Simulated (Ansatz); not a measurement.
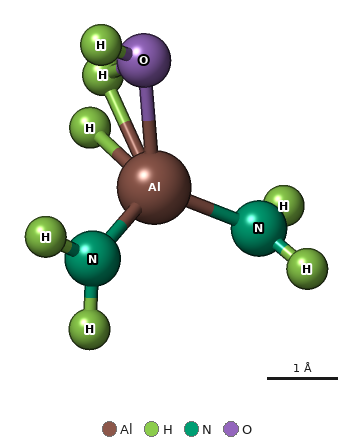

The structure as given in the input (ball-and-stick view, seen at a tilt). Sticks mark near contacts. Bond lengths as drawn: Al–H 1.80 to 1.84 Å, Al–N 1.78 to 1.79 Å, Al–O 1.89 Å, H–N 1.01 Å and H–O 0.97 to 1.22 Å.

**Run report: AlN2H7O, molecular dynamics (part 1 of 3)**

The run: molecular dynamics of AlN2H7O. Method and program: RKS B3LYP-D4/6-31G* (Ansatz 0.2.0).

It belongs to a series of runs on one base structure; here: dynamics from the highest image of the converged band.

## The program's output
```
Engine: ansatz 0.2.0, aarch64-unknown-linux-gnu
Functional definition: B3LYP
  parameter a0 = 0.2
  parameter ax = 0.72
  parameter ac = 0.81
  exchange = (1 - a0 - ax)*slater_x + ax*b88_x + a0*exact_x
  correlation = (1 - ac)*vwn_rpa_c + ac*lyp_c
864 factors; integrals over basis functions are off by at most 5.6e-4 eV
mean field evaluation 1: about -11723.2429 eV, gradient 9.2e1 eV
mean field evaluation 2: about -11695.8023 eV, gradient 1.4e2 eV
mean field evaluation 4: about -11739.2812 eV, gradient 3.7e0 eV
mean field evaluation 8: about -11739.3234 eV, gradient 1.8e-1 eV
mean field evaluation 16: about -11739.3235 eV, gradient 1.2e-5 eV
mean field -11739.32347687 eV, -431.4121805758 hartree, gradient 1.2e-5 eV, S^2 0.000000; 0 other end points of the search recorded, 0 dependent functions left out
the calculation of the forces begins
reference -11739.32373040 eV, -431.4121898930 hartree; 21, 21 occupied and 57, 57 virtual orbitals, 864 factors
md step     0: t =     0.00 fs  T =   100.0 K  F+E_penalty+E_count = -11739.60282946 eV  E_kin = 0.116334 eV  conserved = -11739.48649546 eV  (26 SCF iters)
these checks for a lower state are left out or cut short: starts, cluster_reference, orbital_swaps, neighbouring_geometries, increment
864 factors; integrals over basis functions are off by at most 5.6e-4 eV
mean field -11739.32134060 eV, -431.4121020692 hartree, gradient 8.7e-5 eV, S^2 0.000000; 0 other end points of the search recorded, 0 dependent functions left out
the calculation of the forces begins
reference -11739.32159408 eV, -431.4121113843 hartree; 21, 21 occupied and 57, 57 virtual orbitals, 864 factors
md step     1: t =     0.50 fs  T =    98.2 K  F+E_penalty+E_count = -11739.60064872 eV  E_kin = 0.114199 eV  conserved = -11739.48644931 eV  (25 SCF iters)
[... from here on the SCF iterations and repeated set-up lines of each step are left out, up to the last step ...]
md step     2: t =     1.00 fs  T =    93.2 K  F+E_penalty+E_count = -11739.59474852 eV  E_kin = 0.108415 eV  conserved = -11739.48633367 eV  (26 SCF iters)
md step     3: t =     1.50 fs  T =    86.6 K  F+E_penalty+E_count = -11739.58693744 eV  E_kin = 0.100740 eV  conserved = -11739.48619758 eV  (22 SCF iters)
md step     4: t =     2.00 fs  T =    80.2 K  F+E_penalty+E_count = -11739.57935787 eV  E_kin = 0.093267 eV  conserved = -11739.48609097 eV  (23 SCF iters)
md step     5: t =     2.50 fs  T =    75.3 K  F+E_penalty+E_count = -11739.57369628 eV  E_kin = 0.087648 eV  conserved = -11739.48604827 eV  (23 SCF iters)
md step     6: t =     3.00 fs  T =    72.7 K  F+E_penalty+E_count = -11739.57063257 eV  E_kin = 0.084553 eV  conserved = -11739.48607960 eV  (22 SCF iters)
md step     7: t =     3.50 fs  T =    71.8 K  F+E_penalty+E_count = -11739.56967731 eV  E_kin = 0.083509 eV  conserved = -11739.48616863 eV  (23 SCF iters)
md step     8: t =     4.00 fs  T =    71.5 K  F+E_penalty+E_count = -11739.56943478 eV  E_kin = 0.083158 eV  conserved = -11739.48627663 eV  (24 SCF iters)
md step     9: t =     4.50 fs  T =    70.4 K  F+E_penalty+E_count = -11739.56822046 eV  E_kin = 0.081867 eV  conserved = -11739.48635356 eV  (24 SCF iters)
md step    10: t =     5.00 fs  T =    67.5 K  F+E_penalty+E_count = -11739.56484650 eV  E_kin = 0.078489 eV  conserved = -11739.48635714 eV  (26 SCF iters)
md step    11: t =     5.50 fs  T =    62.8 K  F+E_penalty+E_count = -11739.55927504 eV  E_kin = 0.073001 eV  conserved = -11739.48627383 eV  (26 SCF iters)
md step    12: t =     6.00 fs  T =    57.3 K  F+E_penalty+E_count = -11739.55280817 eV  E_kin = 0.066675 eV  conserved = -11739.48613350 eV  (23 SCF iters)
md step    13: t =     6.50 fs  T =    53.0 K  F+E_penalty+E_count = -11739.54761217 eV  E_kin = 0.061611 eV  conserved = -11739.48600144 eV  (23 SCF iters)
md step    14: t =     7.00 fs  T =    51.4 K  F+E_penalty+E_count = -11739.54571189 eV  E_kin = 0.059766 eV  conserved = -11739.48594553 eV  (24 SCF iters)
md step    15: t =     7.50 fs  T =    53.3 K  F+E_penalty+E_count = -11739.54796142 eV  E_kin = 0.061967 eV  conserved = -11739.48599462 eV  (23 SCF iters)
md step    16: t =     8.00 fs  T =    58.0 K  F+E_penalty+E_count = -11739.55360726 eV  E_kin = 0.067487 eV  conserved = -11739.48611988 eV  (24 SCF iters)
md step    17: t =     8.50 fs  T =    64.0 K  F+E_penalty+E_count = -11739.56072638 eV  E_kin = 0.074474 eV  conserved = -11739.48625201 eV  (27 SCF iters)
md step    18: t =     9.00 fs  T =    69.6 K  F+E_penalty+E_count = -11739.56727379 eV  E_kin = 0.080950 eV  conserved = -11739.48632353 eV  (27 SCF iters)
md step    19: t =     9.50 fs  T =    73.8 K  F+E_penalty+E_count = -11739.57212352 eV  E_kin = 0.085822 eV  conserved = -11739.48630195 eV  (27 SCF iters)
md step    20: t =    10.00 fs  T =    76.8 K  F+E_penalty+E_count = -11739.57558835 eV  E_kin = 0.089390 eV  conserved = -11739.48619843 eV  (26 SCF iters)
md step    21: t =    10.50 fs  T =    80.1 K  F+E_penalty+E_count = -11739.57926850 eV  E_kin = 0.093214 eV  conserved = -11739.48605445 eV  (27 SCF iters)
md step    22: t =    11.00 fs  T =    85.5 K  F+E_penalty+E_count = -11739.58541591 eV  E_kin = 0.099495 eV  conserved = -11739.48592110 eV  (27 SCF iters)
md step    23: t =    11.50 fs  T =    94.8 K  F+E_penalty+E_count = -11739.59613711 eV  E_kin = 0.110296 eV  conserved = -11739.48584063 eV  (26 SCF iters)
md step    24: t =    12.00 fs  T =   109.1 K  F+E_penalty+E_count = -11739.61272545 eV  E_kin = 0.126889 eV  conserved = -11739.48583615 eV  (27 SCF iters)
md step    25: t =    12.50 fs  T =   128.4 K  F+E_penalty+E_count = -11739.63529634 eV  E_kin = 0.149386 eV  conserved = -11739.48591018 eV  (27 SCF iters)
md step    26: t =    13.00 fs  T =   151.9 K  F+E_penalty+E_count = -11739.66276344 eV  E_kin = 0.176713 eV  conserved = -11739.48604997 eV  (26 SCF iters)
md step    27: t =    13.50 fs  T =   177.8 K  F+E_penalty+E_count = -11739.69309094 eV  E_kin = 0.206861 eV  conserved = -11739.48622994 eV  (26 SCF iters)
md step    28: t =    14.00 fs  T =   204.0 K  F+E_penalty+E_count = -11739.72376243 eV  E_kin = 0.237357 eV  conserved = -11739.48640557 eV  (25 SCF iters, 3 dispersion substeps)
md step    29: t =    14.50 fs  T =   228.6 K  F+E_penalty+E_count = -11739.75242990 eV  E_kin = 0.265896 eV  conserved = -11739.48653417 eV  (26 SCF iters, 3 dispersion substeps)
md step    30: t =    15.00 fs  T =   250.2 K  F+E_penalty+E_count = -11739.77766940 eV  E_kin = 0.291098 eV  conserved = -11739.48657142 eV  (26 SCF iters, 3 dispersion substeps)
md step    31: t =    15.50 fs  T =   269.2 K  F+E_penalty+E_count = -11739.79967015 eV  E_kin = 0.313193 eV  conserved = -11739.48647745 eV  (26 SCF iters, 3 dispersion substeps)
md step    32: t =    16.00 fs  T =   287.5 K  F+E_penalty+E_count = -11739.82073417 eV  E_kin = 0.334490 eV  conserved = -11739.48624396 eV  (25 SCF iters, 3 dispersion substeps)
md step    33: t =    16.50 fs  T =   308.8 K  F+E_penalty+E_count = -11739.84517139 eV  E_kin = 0.359218 eV  conserved = -11739.48595347 eV  (26 SCF iters, 3 dispersion substeps)
md step    34: t =    17.00 fs  T =   337.0 K  F+E_penalty+E_count = -11739.87781427 eV  E_kin = 0.392013 eV  conserved = -11739.48580093 eV  (25 SCF iters, 3 dispersion substeps)
md step    35: t =    17.50 fs  T =   374.0 K  F+E_penalty+E_count = -11739.92102523 eV  E_kin = 0.435053 eV  conserved = -11739.48597240 eV  (25 SCF iters, 3 dispersion substeps)
md step    36: t =    18.00 fs  T =   417.4 K  F+E_penalty+E_count = -11739.97207015 eV  E_kin = 0.485631 eV  conserved = -11739.48643873 eV  (27 SCF iters, 3 dispersion substeps)
md step    37: t =    18.50 fs  T =   461.4 K  F+E_penalty+E_count = -11740.02369493 eV  E_kin = 0.536765 eV  conserved = -11739.48693019 eV  (27 SCF iters, 3 dispersion substeps)
md step    38: t =    19.00 fs  T =   499.4 K  F+E_penalty+E_count = -11740.06816744 eV  E_kin = 0.581005 eV  conserved = -11739.48716202 eV  (27 SCF iters, 3 dispersion substeps)
md step    39: t =    19.50 fs  T =   528.3 K  F+E_penalty+E_count = -11740.10159778 eV  E_kin = 0.614553 eV  conserved = -11739.48704513 eV  (27 SCF iters, 3 dispersion substeps)
md step    40: t =    20.00 fs  T =   549.1 K  F+E_penalty+E_count = -11740.12545130 eV  E_kin = 0.638762 eV  conserved = -11739.48668940 eV  (27 SCF iters, 3 dispersion substeps)
md step    41: t =    20.50 fs  T =   566.2 K  F+E_penalty+E_count = -11740.14500913 eV  E_kin = 0.658725 eV  conserved = -11739.48628372 eV  (24 SCF iters, 3 dispersion substeps)
md step    42: t =    21.00 fs  T =   584.9 K  F+E_penalty+E_count = -11740.16643282 eV  E_kin = 0.680441 eV  conserved = -11739.48599228 eV  (27 SCF iters, 3 dispersion substeps)
md step    43: t =    21.50 fs  T =   608.8 K  F+E_penalty+E_count = -11740.19411619 eV  E_kin = 0.708205 eV  conserved = -11739.48591138 eV  (25 SCF iters, 3 dispersion substeps)
md step    44: t =    22.00 fs  T =   638.8 K  F+E_penalty+E_count = -11740.22920244 eV  E_kin = 0.743127 eV  conserved = -11739.48607556 eV  (25 SCF iters, 3 dispersion substeps)
md step    45: t =    22.50 fs  T =   672.8 K  F+E_penalty+E_count = -11740.26914369 eV  E_kin = 0.782678 eV  conserved = -11739.48646529 eV  (25 SCF iters, 3 dispersion substeps)
md step    46: t =    23.00 fs  T =   705.8 K  F+E_penalty+E_count = -11740.30803093 eV  E_kin = 0.821055 eV  conserved = -11739.48697630 eV  (25 SCF iters, 3 dispersion substeps)
md step    47: t =    23.50 fs  T =   731.4 K  F+E_penalty+E_count = -11740.33827785 eV  E_kin = 0.850897 eV  conserved = -11739.48738112 eV  (25 SCF iters, 3 dispersion substeps)
md step    48: t =    24.00 fs  T =   745.2 K  F+E_penalty+E_count = -11740.35425716 eV  E_kin = 0.866880 eV  conserved = -11739.48737759 eV  (24 SCF iters, 3 dispersion substeps)
md step    49: t =    24.50 fs  T =   747.9 K  F+E_penalty+E_count = -11740.35682868 eV  E_kin = 0.870019 eV  conserved = -11739.48681008 eV  (25 SCF iters, 3 dispersion substeps)
md step    50: t =    25.00 fs  T =   747.2 K  F+E_penalty+E_count = -11740.35522229 eV  E_kin = 0.869244 eV  conserved = -11739.48597823 eV  (24 SCF iters, 3 dispersion substeps)
md step    51: t =    25.50 fs  T =   753.5 K  F+E_penalty+E_count = -11740.36212305 eV  E_kin = 0.876550 eV  conserved = -11739.48557332 eV  (25 SCF iters, 3 dispersion substeps)
md step    52: t =    26.00 fs  T =   771.5 K  F+E_penalty+E_count = -11740.38353521 eV  E_kin = 0.897544 eV  conserved = -11739.48599094 eV  (27 SCF iters, 3 dispersion substeps)
md step    53: t =    26.50 fs  T =   796.3 K  F+E_penalty+E_count = -11740.41319473 eV  E_kin = 0.926351 eV  conserved = -11739.48684357 eV  (28 SCF iters, 3 dispersion substeps)
md step    54: t =    27.00 fs  T =   817.2 K  F+E_penalty+E_count = -11740.43810761 eV  E_kin = 0.950675 eV  conserved = -11739.48743215 eV  (28 SCF iters, 3 dispersion substeps)
md step    55: t =    27.50 fs  T =   826.4 K  F+E_penalty+E_count = -11740.44883916 eV  E_kin = 0.961399 eV  conserved = -11739.48743976 eV  (28 SCF iters, 3 dispersion substeps)
md step    56: t =    28.00 fs  T =   823.2 K  F+E_penalty+E_count = -11740.44467253 eV  E_kin = 0.957659 eV  conserved = -11739.48701325 eV  (28 SCF iters, 3 dispersion substeps)
md step    57: t =    28.50 fs  T =   812.6 K  F+E_penalty+E_count = -11740.43179596 eV  E_kin = 0.945332 eV  conserved = -11739.48646381 eV  (28 SCF iters, 3 dispersion substeps)
md step    58: t =    29.00 fs  T =   801.6 K  F+E_penalty+E_count = -11740.41856224 eV  E_kin = 0.932520 eV  conserved = -11739.48604249 eV  (28 SCF iters, 3 dispersion substeps)
md step    59: t =    29.50 fs  T =   795.6 K  F+E_penalty+E_count = -11740.41146450 eV  E_kin = 0.925578 eV  conserved = -11739.48588650 eV  (28 SCF iters, 3 dispersion substeps)
md step    60: t =    30.00 fs  T =   796.8 K  F+E_penalty+E_count = -11740.41295678 eV  E_kin = 0.926908 eV  conserved = -11739.48604873 eV  (27 SCF iters, 3 dispersion substeps)
md step    61: t =    30.50 fs  T =   803.0 K  F+E_penalty+E_count = -11740.42061481 eV  E_kin = 0.934121 eV  conserved = -11739.48649333 eV  (27 SCF iters, 3 dispersion substeps)
md step    62: t =    31.00 fs  T =   808.6 K  F+E_penalty+E_count = -11740.42769693 eV  E_kin = 0.940659 eV  conserved = -11739.48703815 eV  (28 SCF iters, 3 dispersion substeps)
md step    63: t =    31.50 fs  T =   807.0 K  F+E_penalty+E_count = -11740.42612575 eV  E_kin = 0.938778 eV  conserved = -11739.48734756 eV  (24 SCF iters, 3 dispersion substeps)
md step    64: t =    32.00 fs  T =   794.8 K  F+E_penalty+E_count = -11740.41174923 eV  E_kin = 0.924646 eV  conserved = -11739.48710283 eV  (28 SCF iters, 3 dispersion substeps)
md step    65: t =    32.50 fs  T =   775.8 K  F+E_penalty+E_count = -11740.38887939 eV  E_kin = 0.902514 eV  conserved = -11739.48636560 eV  (28 SCF iters, 3 dispersion substeps)
md step    66: t =    33.00 fs  T =   759.1 K  F+E_penalty+E_count = -11740.36885721 eV  E_kin = 0.883114 eV  conserved = -11739.48574342 eV  (28 SCF iters, 3 dispersion substeps)
md step    67: t =    33.50 fs  T =   752.3 K  F+E_penalty+E_count = -11740.36098384 eV  E_kin = 0.875153 eV  conserved = -11739.48583100 eV  (27 SCF iters, 3 dispersion substeps)
md step    68: t =    34.00 fs  T =   754.4 K  F+E_penalty+E_count = -11740.36406561 eV  E_kin = 0.877596 eV  conserved = -11739.48647000 eV  (29 SCF iters, 3 dispersion substeps)
md step    69: t =    34.50 fs  T =   757.8 K  F+E_penalty+E_count = -11740.36860044 eV  E_kin = 0.881618 eV  conserved = -11739.48698231 eV  (27 SCF iters, 3 dispersion substeps)
md step    70: t =    35.00 fs  T =   756.0 K  F+E_penalty+E_count = -11740.36651293 eV  E_kin = 0.879533 eV  conserved = -11739.48697961 eV  (27 SCF iters, 3 dispersion substeps)
md step    71: t =    35.50 fs  T =   748.4 K  F+E_penalty+E_count = -11740.35724704 eV  E_kin = 0.870656 eV  conserved = -11739.48659058 eV  (27 SCF iters, 3 dispersion substeps)
md step    72: t =    36.00 fs  T =   739.4 K  F+E_penalty+E_count = -11740.34633863 eV  E_kin = 0.860204 eV  conserved = -11739.48613498 eV  (27 SCF iters, 3 dispersion substeps)
md step    73: t =    36.50 fs  T =   734.8 K  F+E_penalty+E_count = -11740.34066133 eV  E_kin = 0.854818 eV  conserved = -11739.48584343 eV  (27 SCF iters, 3 dispersion substeps)
md step    74: t =    37.00 fs  T =   738.3 K  F+E_penalty+E_count = -11740.34469717 eV  E_kin = 0.858892 eV  conserved = -11739.48580486 eV  (23 SCF iters, 3 dispersion substeps)
md step    75: t =    37.50 fs  T =   750.4 K  F+E_penalty+E_count = -11740.35902713 eV  E_kin = 0.873002 eV  conserved = -11739.48602519 eV  (28 SCF iters, 3 dispersion substeps)
md step    76: t =    38.00 fs  T =   768.3 K  F+E_penalty+E_count = -11740.38022092 eV  E_kin = 0.893767 eV  conserved = -11739.48645432 eV  (28 SCF iters, 3 dispersion substeps)
md step    77: t =    38.50 fs  T =   786.3 K  F+E_penalty+E_count = -11740.40167170 eV  E_kin = 0.914733 eV  conserved = -11739.48693823 eV  (28 SCF iters, 3 dispersion substeps)
md step    78: t =    39.00 fs  T =   798.5 K  F+E_penalty+E_count = -11740.41616157 eV  E_kin = 0.928972 eV  conserved = -11739.48718978 eV  (28 SCF iters, 3 dispersion substeps)
md step    79: t =    39.50 fs  T =   802.4 K  F+E_penalty+E_count = -11740.42038945 eV  E_kin = 0.933470 eV  conserved = -11739.48691990 eV  (28 SCF iters, 3 dispersion substeps)
md step    80: t =    40.00 fs  T =   801.9 K  F+E_penalty+E_count = -11740.41906322 eV  E_kin = 0.932880 eV  conserved = -11739.48618316 eV  (29 SCF iters, 3 dispersion substeps)
md step    81: t =    40.50 fs  T =   806.2 K  F+E_penalty+E_count = -11740.42350572 eV  E_kin = 0.937917 eV  conserved = -11739.48558832 eV  (24 SCF iters, 3 dispersion substeps)
md step    82: t =    41.00 fs  T =   822.4 K  F+E_penalty+E_count = -11740.44247699 eV  E_kin = 0.956690 eV  conserved = -11739.48578669 eV  (29 SCF iters, 3 dispersion substeps)
md step    83: t =    41.50 fs  T =   847.8 K  F+E_penalty+E_count = -11740.47293046 eV  E_kin = 0.986278 eV  conserved = -11739.48665260 eV  (29 SCF iters, 3 dispersion substeps)
md step    84: t =    42.00 fs  T =   872.0 K  F+E_penalty+E_count = -11740.50183369 eV  E_kin = 1.014415 eV  conserved = -11739.48741822 eV  (29 SCF iters, 3 dispersion substeps)
md step    85: t =    42.50 fs  T =   885.1 K  F+E_penalty+E_count = -11740.51723314 eV  E_kin = 1.029682 eV  conserved = -11739.48755078 eV  (28 SCF iters, 3 dispersion substeps)
md step    86: t =    43.00 fs  T =   884.8 K  F+E_penalty+E_count = -11740.51646283 eV  E_kin = 1.029352 eV  conserved = -11739.48711043 eV  (28 SCF iters, 3 dispersion substeps)
md step    87: t =    43.50 fs  T =   876.2 K  F+E_penalty+E_count = -11740.50578319 eV  E_kin = 1.019323 eV  conserved = -11739.48646011 eV  (30 SCF iters, 3 dispersion substeps)
md step    88: t =    44.00 fs  T =   867.4 K  F+E_penalty+E_count = -11740.49502451 eV  E_kin = 1.009083 eV  conserved = -11739.48594165 eV  (30 SCF iters, 3 dispersion substeps)
md step    89: t =    44.50 fs  T =   865.1 K  F+E_penalty+E_count = -11740.49216836 eV  E_kin = 1.006412 eV  conserved = -11739.48575620 eV  (29 SCF iters, 3 dispersion substeps)
md step    90: t =    45.00 fs  T =   871.7 K  F+E_penalty+E_count = -11740.50007799 eV  E_kin = 1.014114 eV  conserved = -11739.48596421 eV  (29 SCF iters, 3 dispersion substeps)
md step    91: t =    45.50 fs  T =   884.5 K  F+E_penalty+E_count = -11740.51551190 eV  E_kin = 1.029016 eV  conserved = -11739.48649593 eV  (29 SCF iters, 3 dispersion substeps)
md step    92: t =    46.00 fs  T =   896.7 K  F+E_penalty+E_count = -11740.53026959 eV  E_kin = 1.043140 eV  conserved = -11739.48712986 eV  (29 SCF iters, 3 dispersion substeps)
```
